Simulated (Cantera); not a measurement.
Feed: 1 mol Al(CH₃)₃, 1.8 mol N₂, 1 mol H₂, equilibrated at 0.00133 bar.

These are equilibrium values from Cantera (NASA tables, ideal gas, pure condensed phases), not measurements of a reactor. Candidate condensed phases: Al, AlN, C, C₆H₆, C₇H₈, C₈H₁₈; 97 gas species. The feed counts by its element totals alone. Kinetics and transport are ignored.

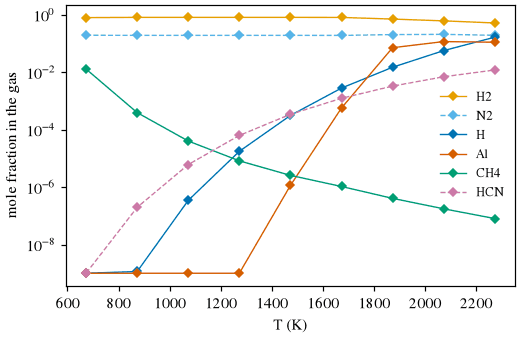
Equilibrium gas composition (values under 1e-9 drawn at 1e-9)

**Question.** Read off the mole fractions at 1073 K.

**Answer.** H₂ about 0.81, N₂ about 0.19, CH₄ about 4.0e-5, HCN about 6.1e-6, H about 3.5e-7.
